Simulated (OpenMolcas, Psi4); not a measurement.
CF+ (SMILES [C+]F): methods side by side

CF+ has 2 atoms, charge +1, and is taken as a singlet. SMILES: `[C+]F`. Geometry: relaxed at PBE0-D4/def2-TZVP.

```xyz
2

C     0.4923   -0.1608    0.2532
F    -0.4923    0.1608   -0.2532
```

Quantity: the HOMO–LUMO gap, in eV. The values are calculated.

| level | kind | program | value (eV) | CPU time |
| --- | --- | --- | --- | --- |
| SVWN5/aug-cc-pVTZ | LDA | Psi4 | 5.93 | 9.6 s |
| TPSS/aug-cc-pVTZ | meta-GGA | OpenMolcas | 6.70 | 27 s |
| B3LYP/aug-cc-pVTZ | global hybrid | OpenMolcas | 8.81 | 21 s |
| BHLYP/aug-cc-pVTZ | global hybrid | Psi4 | 12.70 | 25 s |
| M06-2X/aug-cc-pVTZ | hybrid meta-GGA | OpenMolcas | 12.46 | 26 s |
| CAM-B3LYP/aug-cc-pVTZ | range-separated hybrid | Psi4 | 12.37 | 16 s |
| wB97M-V/aug-cc-pVTZ | range-separated hybrid | Psi4 | 14.64 | 37 s |
| DSD-PBEP86/aug-cc-pVTZ (density fitting for correlation) | double hybrid | Psi4 | 15.53 | 11 s |

The values span 5.93 to 15.53 eV. Orbital gaps aren't excitation energies, and those of double hybrids come from the SCF part alone; they tend to grow with the share of exact exchange. CPU times are rough (shared hosts, several kinds of processor): they show what a rung costs within a factor of a few.

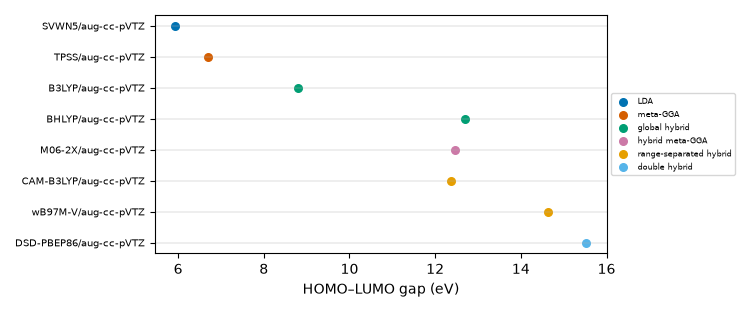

The values of the table, level by level.
